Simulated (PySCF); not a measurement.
Run report: C$_{2}$H$_{8}$N$_{2}$Si, geometry relaxation

- system: C$_{2}$H$_{8}$N$_{2}$Si
- method: PBE0-D3(BJ)/def2-SVP geometry optimisation, gas phase (PySCF 2.14.0)

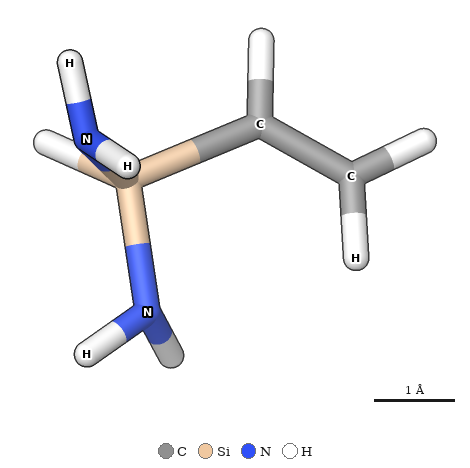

The starting structure (stick view, seen at a tilt). Bond lengths as drawn: C–C 1.33 Å, C–H 1.06 to 1.10 Å, C–Si 1.91 Å, H–N 0.99 to 1.05 Å, H–Si 1.45 Å and N–Si 1.70 to 1.72 Å.

## Input file
```
{"job": {"xc": "PBE0", "basis": "def2-SVP", "d3": "d3bj", "grid": 1, "shake": 0.01, "kind": "geom"}, "charge": 0, "multiplicity": 1}
C      1.823170     0.063750     1.139190
C      1.327100    -0.322570    -0.034710
Si    -0.511500    -0.422770    -0.526070
N     -1.370620    -0.177310     0.923630
N     -1.094990     0.806400    -1.581960
H      2.855460     0.151480     1.352510
H      1.150450     0.387050     1.931270
H      2.065440    -0.598550    -0.799780
H     -0.710410    -1.663370    -1.247340
H     -1.223540    -0.794730     1.714560
H     -2.405800    -0.050510     0.832240
H     -0.721200     0.844970    -2.502170
H     -1.177740     1.759280    -1.211690
```

The first line tells a small driver script what to run in PySCF; the rest is the geometry in Å.

Launch command:
```bash
OMP_NUM_THREADS=1 python <driver script> task.json out
```

## The program's output
```
step   0  E = -479.47856704  max force = 0.040121
step   1  E = -479.48232759  max force = 0.006960
step   2  E = -479.48364356  max force = 0.004881
step   3  E = -479.48436236  max force = 0.003833
step   4  E = -479.48468897  max force = 0.002162
step   5  E = -479.48493169  max force = 0.001203
step   6  E = -479.48513737  max force = 0.002263
step   7  E = -479.48522091  max force = 0.001688
step   8  E = -479.48525058  max force = 0.000821
step   9  E = -479.48527379  max force = 0.000525
step  10  E = -479.48528204  max force = 0.000517
step  11  E = -479.48528870  max force = 0.000214
optimisation converged
```

## Trajectory as extended XYZ (Å, eV, eV/Å), 12 frames, from step=0 to step=11
```
13
Properties=species:S:1:pos:R:3:forces:R:3 step=0 energy=-13047.27638
C     1.8232    0.0638    1.1392   -1.5144   0.2592  -0.0246
C     1.3271   -0.3226   -0.0347   -0.2451  -0.3334  -0.6399
Si   -0.5115   -0.4228   -0.5261    1.1649   0.7638   0.3483
N    -1.3706   -0.1773    0.9236   -2.0631   0.0966   0.7312
N    -1.0950    0.8064   -1.5820   -0.4401   0.6558   0.7770
H     2.8555    0.1515    1.3525    1.4791  -0.0216   0.1893
H     1.1504    0.3871    1.9313   -0.1896   0.0260   0.2964
H     2.0654   -0.5986   -0.7998    0.0184  -0.0669  -0.1252
H    -0.7104   -1.6634   -1.2473   -0.0530  -0.8642  -0.5081
H    -1.2235   -0.7947    1.7146    0.2281  -0.0058   0.0342
H    -2.4058   -0.0505    0.8322    1.2401  -0.0581   0.0114
H    -0.7212    0.8450   -2.5022    0.2575  -0.0059  -1.0152
H    -1.1777    1.7593   -1.2117    0.1173  -0.4455  -0.0746
13
Properties=species:S:1:pos:R:3:forces:R:3 step=1 energy=-13047.37871
C     1.7767    0.2196    1.1603    0.3579   0.0967   0.0731
C     1.3371   -0.2137   -0.0246   -0.1500  -0.0116  -0.0222
Si   -0.4715   -0.3995   -0.4927    0.1990  -0.1502  -0.1284
N    -1.4433   -0.2279    0.9427   -0.1400  -0.2408  -0.3540
N    -1.1224    0.7642   -1.5993    0.0846   0.0564  -0.0884
H     2.8531    0.3194    1.3832   -0.2492  -0.0268   0.0011
H     1.0882    0.5133    1.9581   -0.0564   0.0156   0.0652
H     2.0913   -0.4798   -0.7789   -0.0158  -0.0071  -0.0159
H    -0.5668   -1.7265   -1.2057   -0.0116   0.1253   0.0124
H    -1.1628   -0.7991    1.7312    0.1203  -0.0418   0.1752
H    -2.4033   -0.4876    0.7127   -0.0458   0.2239   0.2007
H    -0.7668    0.7856   -2.5519   -0.0992  -0.0632   0.0785
H    -1.2049    1.7126   -1.2448    0.0062   0.0234   0.0027
13
Properties=species:S:1:pos:R:3:forces:R:3 step=2 energy=-13047.41452
C     1.7495    0.2155    1.1604    0.0020   0.0232   0.0381
C     1.3435   -0.2220   -0.0382   -0.0005   0.0371   0.1137
Si   -0.4576   -0.4136   -0.5163   -0.0705  -0.0371   0.0119
N    -1.4024   -0.2470    0.9392   -0.0122  -0.2510  -0.1513
N    -1.1181    0.7613   -1.6060    0.0420   0.0645   0.0320
H     2.8056    0.3261    1.4365   -0.0077  -0.0168  -0.0663
H     1.0261    0.4946    1.9357   -0.0082   0.0061  -0.0050
H     2.1090   -0.4788   -0.7845    0.0118  -0.0058   0.0250
H    -0.5683   -1.7243   -1.2440    0.0190   0.0372  -0.0243
H    -1.1030   -0.7985    1.7403    0.0099   0.0616  -0.0429
H    -2.3952   -0.4188    0.7849    0.0576   0.1376   0.0960
H    -0.7954    0.7757   -2.5680   -0.0643  -0.0496  -0.0054
H    -1.1890    1.7105   -1.2497    0.0213  -0.0070  -0.0215
13
Properties=species:S:1:pos:R:3:forces:R:3 step=3 energy=-13047.43407
C     1.7320    0.2195    1.1830   -0.0851  -0.0133  -0.1127
C     1.3322   -0.2273   -0.0149   -0.0140  -0.0008   0.0184
Si   -0.4545   -0.4308   -0.5417   -0.1971   0.1348   0.1627
N    -1.3839   -0.2845    0.9200    0.1091  -0.1720   0.0104
N    -1.1139    0.7601   -1.6154    0.0387   0.0309   0.1134
H     2.7932    0.3194    1.4242    0.0971   0.0515   0.1086
H     1.0180    0.5125    1.9639    0.0287  -0.0361  -0.0670
H     2.1128   -0.4790   -0.7465    0.0255  -0.0317   0.0109
H    -0.5619   -1.7178   -1.3014    0.0585  -0.0341  -0.0463
H    -1.0710   -0.8199    1.7266   -0.0316   0.0737  -0.0746
H    -2.3940   -0.3422    0.8441   -0.0216   0.0372  -0.0302
H    -0.8361    0.7595   -2.5895   -0.0394  -0.0348  -0.0556
H    -1.1684    1.7111   -1.2621    0.0312  -0.0054  -0.0379
13
Properties=species:S:1:pos:R:3:forces:R:3 step=4 energy=-13047.44296
C     1.7181    0.2192    1.1781   -0.1112   0.0381   0.0143
C     1.3378   -0.2425   -0.0195    0.0698  -0.0142  -0.0406
Si   -0.4523   -0.4349   -0.5478   -0.0981   0.0999   0.0481
N    -1.3639   -0.3027    0.9196    0.0653  -0.0860   0.0273
N    -1.1093    0.7673   -1.6091    0.0360   0.0186   0.0906
H     2.7668    0.3413    1.4675    0.0654  -0.0145  -0.0274
H     0.9751    0.5120    1.9289    0.0008   0.0050   0.0152
H     2.1270   -0.5031   -0.7393    0.0011  -0.0256   0.0059
H    -0.5615   -1.7099   -1.3287    0.0399  -0.0265  -0.0270
H    -1.0456   -0.8336    1.7232   -0.0116   0.0128   0.0160
H    -2.3761   -0.3019    0.8789   -0.0485   0.0131  -0.0648
H    -0.8768    0.7466   -2.5951   -0.0353  -0.0344  -0.0211
H    -1.1346    1.7228   -1.2667    0.0264   0.0137  -0.0365
13
Properties=species:S:1:pos:R:3:forces:R:3 step=5 energy=-13047.44957
C     1.7109    0.2284    1.1758    0.0331   0.0258   0.0092
C     1.3417   -0.2535   -0.0172   -0.0179   0.0108  -0.0151
Si   -0.4517   -0.4338   -0.5445    0.0009   0.0050  -0.0618
N    -1.3654   -0.3255    0.9190    0.0041  -0.0283   0.0574
N    -1.1000    0.7779   -1.5976    0.0146   0.0391   0.0556
H     2.7607    0.3488    1.4695   -0.0047  -0.0111  -0.0177
H     0.9631    0.5366    1.9150   -0.0051   0.0077   0.0201
H     2.1345   -0.5311   -0.7272   -0.0205  -0.0174   0.0202
H    -0.5527   -1.6988   -1.3463    0.0097  -0.0041  -0.0099
H    -1.0543   -0.8551    1.7251   -0.0116  -0.0041   0.0293
H    -2.3777   -0.2866    0.8826    0.0060  -0.0018  -0.0609
H    -0.9091    0.7340   -2.5920   -0.0283  -0.0335   0.0053
H    -1.0953    1.7393   -1.2720    0.0198   0.0119  -0.0319
13
Properties=species:S:1:pos:R:3:forces:R:3 step=6 energy=-13047.45516
C     1.7299    0.2520    1.1765   -0.0325   0.0046   0.0259
C     1.3358   -0.2653    0.0057    0.0624   0.0323   0.0111
Si   -0.4558   -0.4312   -0.5374    0.1163  -0.0865  -0.0894
N    -1.3906   -0.3726    0.9096   -0.0396   0.0521   0.0943
N    -1.0835    0.7986   -1.5778   -0.0062   0.0582   0.0011
H     2.7859    0.3574    1.4607   -0.0699  -0.0210  -0.0579
H     0.9957    0.6005    1.9114   -0.0164   0.0130   0.0367
H     2.1233   -0.5853   -0.6911   -0.0160  -0.0275  -0.0356
H    -0.5350   -1.6757   -1.3782   -0.0154   0.0336   0.0169
H    -1.1063   -0.9024    1.7246   -0.0077  -0.0080   0.0155
H    -2.3982   -0.2741    0.8582    0.0266  -0.0264  -0.0250
H    -0.9742    0.7088   -2.5812   -0.0093  -0.0223   0.0173
H    -1.0223    1.7699   -1.2910    0.0075  -0.0022  -0.0109
13
Properties=species:S:1:pos:R:3:forces:R:3 step=7 energy=-13047.45744
C     1.7146    0.2543    1.1739    0.0639  -0.0141  -0.0040
C     1.3404   -0.2705    0.0003   -0.0407   0.0275   0.0333
Si   -0.4500   -0.4312   -0.5367    0.0600  -0.0814  -0.0868
N    -1.3803   -0.3729    0.9152    0.0009   0.0527   0.0523
N    -1.0770    0.8043   -1.5713   -0.0114   0.0358   0.0002
H     2.7685    0.3608    1.4597   -0.0236   0.0038   0.0109
H     0.9739    0.6036    1.9030    0.0009   0.0017  -0.0126
H     2.1289   -0.5980   -0.6921   -0.0011   0.0068   0.0072
H    -0.5390   -1.6723   -1.3796   -0.0253   0.0176   0.0045
H    -1.1007   -0.9040    1.7311   -0.0086  -0.0129   0.0001
H    -2.3867   -0.2740    0.8565   -0.0145  -0.0199  -0.0049
H    -0.9889    0.7034   -2.5754   -0.0082  -0.0139   0.0035
H    -0.9990    1.7771   -1.2945    0.0078  -0.0036  -0.0037
13
Properties=species:S:1:pos:R:3:forces:R:3 step=8 energy=-13047.45824
C     1.7162    0.2533    1.1741    0.0232  -0.0003   0.0014
C     1.3412   -0.2695    0.0001   -0.0267   0.0061   0.0105
Si   -0.4489   -0.4318   -0.5371    0.0106  -0.0320  -0.0281
N    -1.3788   -0.3677    0.9174    0.0032   0.0422   0.0151
N    -1.0769    0.8047   -1.5711   -0.0009   0.0118   0.0031
H     2.7688    0.3595    1.4617    0.0020   0.0033   0.0065
H     0.9749    0.6040    1.9020    0.0007  -0.0042  -0.0079
H     2.1292   -0.5965   -0.6931    0.0028   0.0038   0.0091
H    -0.5472   -1.6728   -1.3773   -0.0084   0.0056  -0.0021
H    -1.1016   -0.9022    1.7321   -0.0062  -0.0122  -0.0049
H    -2.3863   -0.2791    0.8523    0.0006  -0.0158   0.0017
H    -0.9913    0.7012   -2.5751   -0.0090  -0.0073  -0.0002
H    -0.9946    1.7775   -1.2959    0.0080  -0.0009  -0.0040
13
Properties=species:S:1:pos:R:3:forces:R:3 step=9 energy=-13047.45888
C     1.7176    0.2535    1.1748   -0.0161   0.0019   0.0026
C     1.3411   -0.2705    0.0016   -0.0012  -0.0129  -0.0066
Si   -0.4485   -0.4314   -0.5370   -0.0270   0.0137   0.0233
N    -1.3767   -0.3613    0.9206    0.0071   0.0250  -0.0131
N    -1.0743    0.8073   -1.5703    0.0115  -0.0101   0.0032
H     2.7695    0.3599    1.4635    0.0146  -0.0011   0.0004
H     0.9756    0.6054    1.9013    0.0012   0.0003  -0.0027
H     2.1292   -0.6003   -0.6900    0.0050   0.0059   0.0025
H    -0.5589   -1.6709   -1.3765    0.0075  -0.0072  -0.0035
H    -1.1038   -0.9035    1.7319    0.0003  -0.0110  -0.0081
H    -2.3848   -0.2824    0.8485   -0.0014  -0.0065   0.0074
H    -1.0049    0.6940   -2.5745   -0.0064   0.0006  -0.0025
H    -0.9766    1.7810   -1.3039    0.0048   0.0014  -0.0029
13
Properties=species:S:1:pos:R:3:forces:R:3 step=10 energy=-13047.45910
C     1.7174    0.2532    1.1747   -0.0166   0.0032   0.0010
C     1.3404   -0.2723    0.0024    0.0058  -0.0096  -0.0068
Si   -0.4494   -0.4305   -0.5359   -0.0266   0.0196   0.0226
N    -1.3759   -0.3570    0.9231    0.0017   0.0139  -0.0134
N    -1.0717    0.8091   -1.5703    0.0125  -0.0108   0.0014
H     2.7694    0.3585    1.4639    0.0098  -0.0007  -0.0020
H     0.9754    0.6082    1.8997    0.0011  -0.0018   0.0015
H     2.1289   -0.6032   -0.6883    0.0027   0.0009  -0.0001
H    -0.5648   -1.6701   -1.3748    0.0087  -0.0081  -0.0006
H    -1.1043   -0.9058    1.7305    0.0027  -0.0080  -0.0062
H    -2.3844   -0.2826    0.8495    0.0004  -0.0012   0.0064
H    -1.0123    0.6897   -2.5744   -0.0043   0.0017  -0.0017
H    -0.9640    1.7833   -1.3099    0.0021   0.0010  -0.0021
13
Properties=species:S:1:pos:R:3:forces:R:3 step=11 energy=-13047.45928
C     1.7170    0.2521    1.1747   -0.0076  -0.0021  -0.0004
C     1.3387   -0.2746    0.0032    0.0084  -0.0013  -0.0011
Si   -0.4519   -0.4284   -0.5340   -0.0110   0.0109   0.0070
N    -1.3757   -0.3492    0.9267   -0.0057  -0.0016  -0.0037
N    -1.0677    0.8111   -1.5719    0.0106  -0.0054  -0.0007
H     2.7699    0.3564    1.4624    0.0003  -0.0016  -0.0016
H     0.9761    0.6079    1.9001    0.0007   0.0017   0.0020
H     2.1272   -0.6068   -0.6869   -0.0018  -0.0004  -0.0050
H    -0.5717   -1.6699   -1.3699    0.0041  -0.0041   0.0034
H    -1.1045   -0.9079    1.7277    0.0028  -0.0015  -0.0013
H    -2.3847   -0.2796    0.8536    0.0022   0.0051   0.0019
H    -1.0205    0.6836   -2.5756   -0.0013   0.0003   0.0002
H    -0.9476    1.7860   -1.3200   -0.0016   0.0000  -0.0006
```

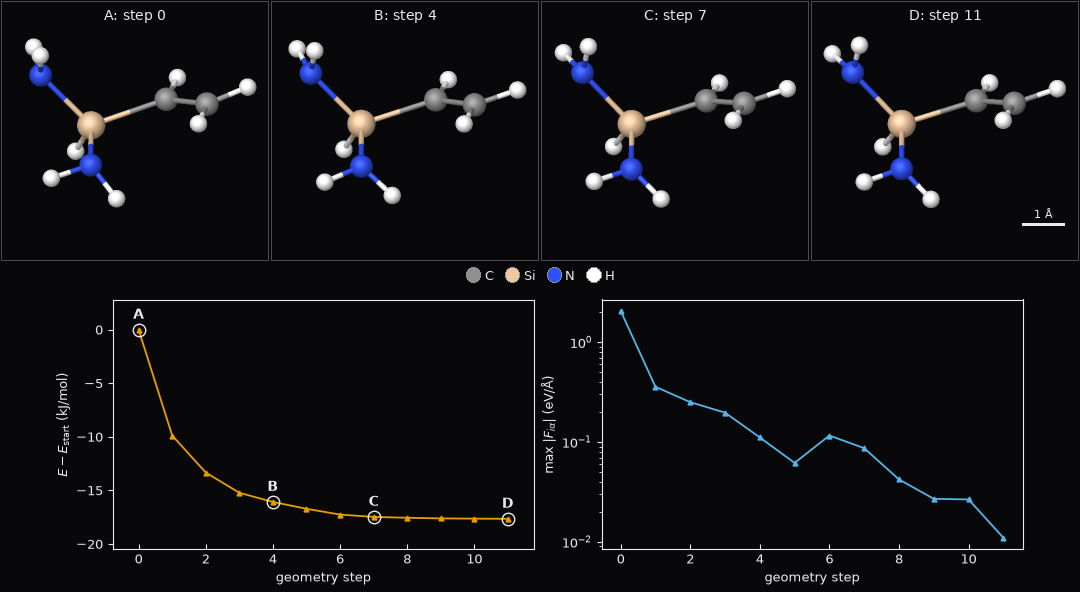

Frames of the relaxation (ball-and-stick view, seen at a tilt) above the curves, on which the letters mark them (steps are counted from 0).

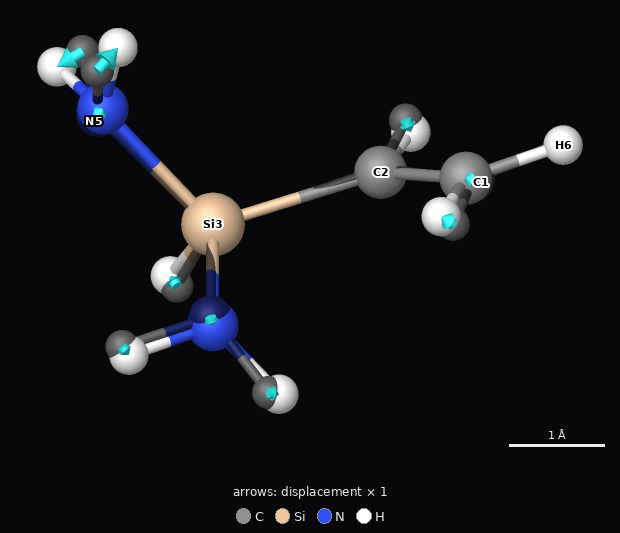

Start (faint) and end (solid) with the displacements as teal arrows, at true length (ball-and-stick view, seen at a tilt). The two geometries are laid on each other by the best rigid fit. After 11 geometry steps the energy has fallen by 17.6 kJ/mol. The largest force component goes from 2.1 to 0.011 eV/Å. The largest move after the best rigid fit is that of H13, 0.34 Å. By element the largest moves are H 0.34 Å, N 0.11 Å, C 0.10 Å, Si 0.04 Å. Among the contacts that change: Si3–H9 1.449 → 1.502 Å, C1–H6 1.058 → 1.096 Å, N4–H11 1.047 → 1.014 Å, C2–Si3 1.906 → 1.876 Å. Among the angles that change: H10–N4–H11 106.6° → 111.2°, C1–C2–Si3 127.0° → 123.5°, N4–Si3–N5 104.4° → 106.5°. (Atoms are counted from 1 in the order of the input.)

## Key numbers

```tsv
quantity	value
outcome	converged
total energy	−479.485289 hartree
dipole moment	0.49 D
point group	C1
hardware	1 CPU thread, shared host
wall time	92 s
peak memory	0.48 GiB
```
